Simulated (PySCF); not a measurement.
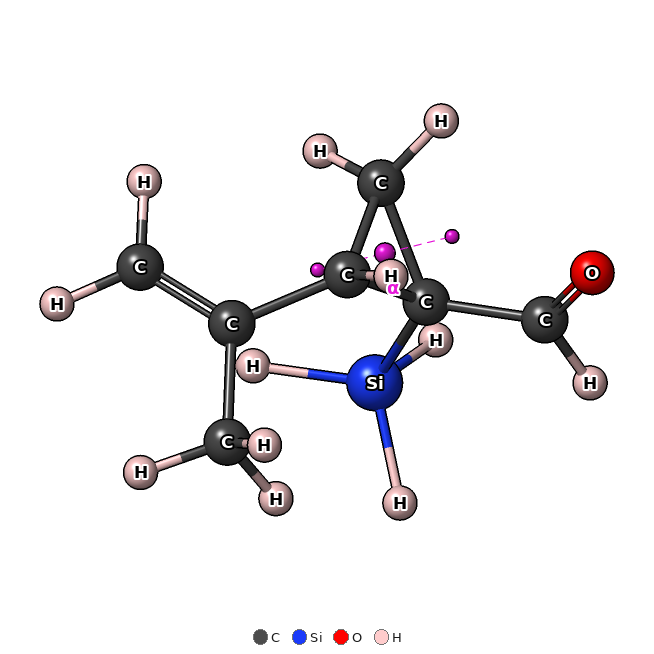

The small points mark where nucleus-independent chemical shifts (NICS) were computed: at the centre of each lettered ring and 1 Å above and below it. Computed geometry: GFN2-xTB optimisation. No frequency run is at hand to confirm it as a minimum. Level of theory: GIAO PBE0/pcSseg-1 NMR shielding, non-relativistic, gas phase (PySCF 2.14.0).

Give NICS(0), NICS(1) and the out-of-plane component NICS(1)zz for each ring (means of the two sides).

| ring | members | NICS(0) | NICS(1) | NICS(1)zz |
| --- | --- | --- | --- | --- |
| α | C3 | −44.6 | −8.2 | −21.9 |

Values in ppm.

The geometry is semi-empirical. Around Si such bond lengths and angles can be off by a tenth of an ångström or more and by several degrees, and values that hang on the shape move with them.
